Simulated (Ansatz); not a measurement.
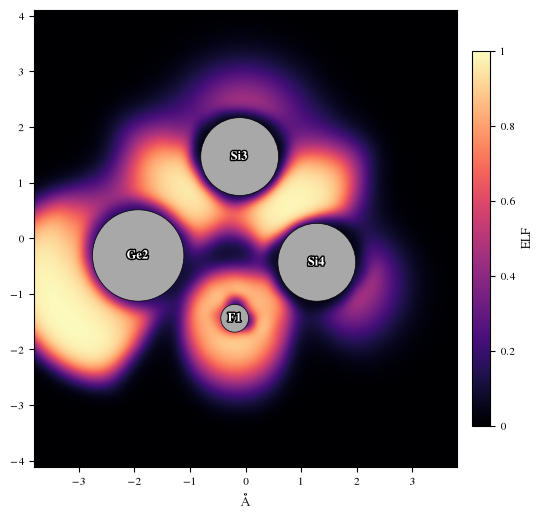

*FGeH4Si2 (charge +1). ELF on the plane of atoms F1, Ge2 and Si3. Grey discs cover the atomic cores.*

Geometry: B3LYP-D3(BJ)/def2-SVP.

Computed with isolated molecule in a Gaussian basis; Kohn-Sham density functional theory, functional PBE0 (Ansatz 0.2.0).

```yaml
atoms:
  - { symbol: F, position_ang: [-0.4807, 3.2325, -0.4145] }
  - { symbol: Ge, position_ang: [-0.4000, 2.5462, -2.3653] }
  - { symbol: Si, position_ang: [0.5113, 0.5714, -1.0397] }
  - { symbol: Si, position_ang: [0.1114, 2.0277, 0.7644] }
  - { symbol: H, position_ang: [1.9461, 0.2913, -1.3118] }
  - { symbol: H, position_ang: [1.2453, 2.7178, 1.4167] }
  - { symbol: H, position_ang: [-1.0584, 1.8060, 1.6418] }
  - { symbol: H, position_ang: [-0.3698, -0.6254, -1.0852] }
```

What does the map show?

Atoms in the plane: F, Ge and Si.
Si–F (1.79 Å): the ELF peaks at about 0.85 in the valence shell of F, 0.5 Å from its nucleus, and is about 0.50 at the midpoint.
Ge–F (2.07 Å): the ELF is about 0.20 at the midpoint.
Si–Si (2.35 Å): the ELF peaks at about 1 between the atoms: a shared electron pair.
Si–Ge (2.55 Å): the ELF peaks at about 0.95 between the atoms, as expected for a shared electron pair.
The ELF also peaks beside F1, away from the bonds: lone-pair regions.
